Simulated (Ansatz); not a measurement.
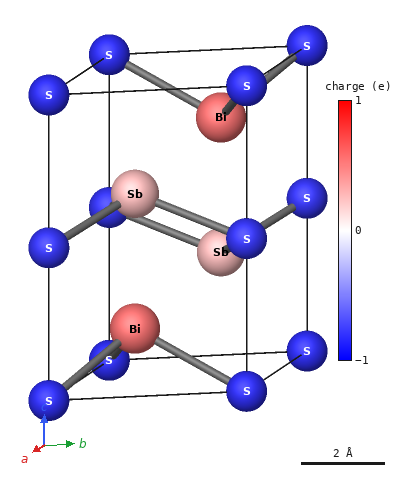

A ball-and-stick rendering, viewed slightly off an axis. The edges of the simulation cell are marked. The atoms of this BiSbS cell are coloured by their Bader charge.

Method used: DFT PBE, scalar-relativistic, plane waves, PAW in Ansatz. It ran with cutoff 420 eV, k-point mesh 12×12×6, Gaussian smearing of 0.1 eV, no spin polarisation.

### Interpret the colouring.

Most positive: Bi; most negative: S. Charges: about Bi +0.5 e; Sb +0.2 e; S -0.8 e.

The starting point was a structure type filled with these elements by a generator (whether the compound takes this form wasn't checked). Earlier steps of the study, as a rule a relaxation of our own, may have changed the cell and positions, so they can lie some per cent off the listed ones. A calculation with Ansatz used it as input.
